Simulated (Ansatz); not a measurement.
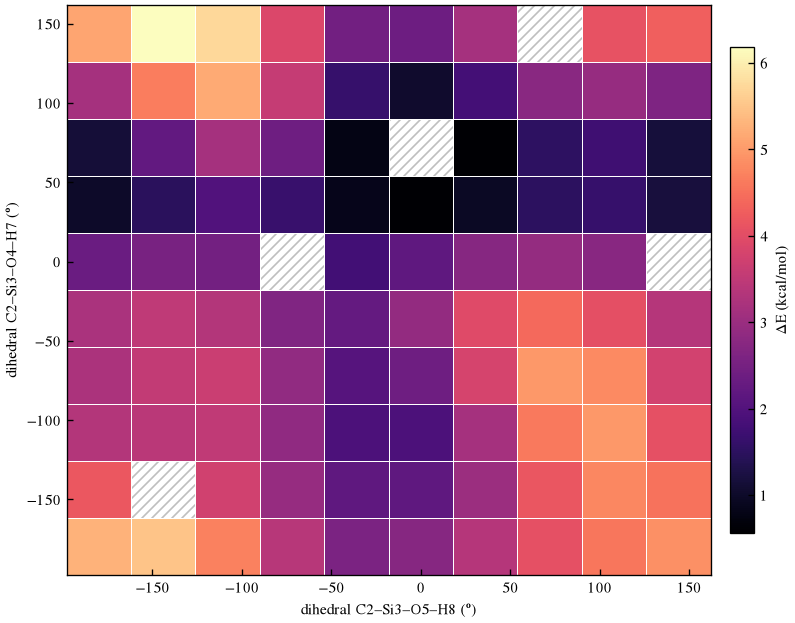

Energy landscape of C₂H₃O₂Si, SMILES [C]#C[SiH](O)O, spin multiplicity 2. The first coordinate is: dihedral C2–Si3–O5–H8; the second: dihedral C2–Si3–O4–H7. Nothing is relaxed (all other coordinates rigid). The scan uses a 10 × 10 grid. At 5 points there is no value. Points are written as (first, second). All energies are given in kcal/mol relative to the relaxed molecule at the same level. Computed with Ansatz 0.2.0, UKS PBE-D4/def2-SVP.

The picture shows one coloured cell a grid point, hatched blanks where no value was computed. 

### Summarise what can be read from the map.

The lowest grid point is at (0°, 36°), 0.56 kcal/mol from the relaxed molecule at the same level. Other grid points that lie below all their neighbours: (−180°, 36°) (0.43 kcal/mol higher); (−36°, −108°) (1.34 kcal/mol higher). The highest grid point, (−144°, 144°), lies 5.62 kcal/mol above the lowest.

The input of one point:

```yaml
crystal:
  periodic: [false, false, false]
  atoms:
    - { symbol: C, position_ang: [1.143746, -1.867677, 1.581088] }
    - { symbol: C, position_ang: [0.685602, -0.842189, 1.043395] }
    - { symbol: Si, position_ang: [-0.308413, 0.421561, 0.123878] }
    - { symbol: O, position_ang: [0.706023, 1.55751, -0.554958] }
    - { symbol: O, position_ang: [-1.201514, -0.394578, -1.02863] }
    - { symbol: H, position_ang: [-1.175006, 1.197524, 1.051272] }
    - { symbol: H, position_ang: [1.558893, 1.223239, -0.886198] }
    - { symbol: H, position_ang: [-1.064485, -1.358307, -1.033893] }
magnetization:
  spin_polarized: true
  initial_magnetization: 1
basis:
  gaussian: { orbitals: def2-SVP }
hamiltonian:
  xc: pbe
  dispersion: d4
output:
  forces: true
```

Each point was launched as `ansatz run input.yaml --threads 1 --pin off --max-ram 2560MiB --backend cpu --events-out ev --progress --plain --runs-dir out`. The whole map (95 points run) took 19 min on 1 thread of Arm Neoverse V1, with other jobs on the host.
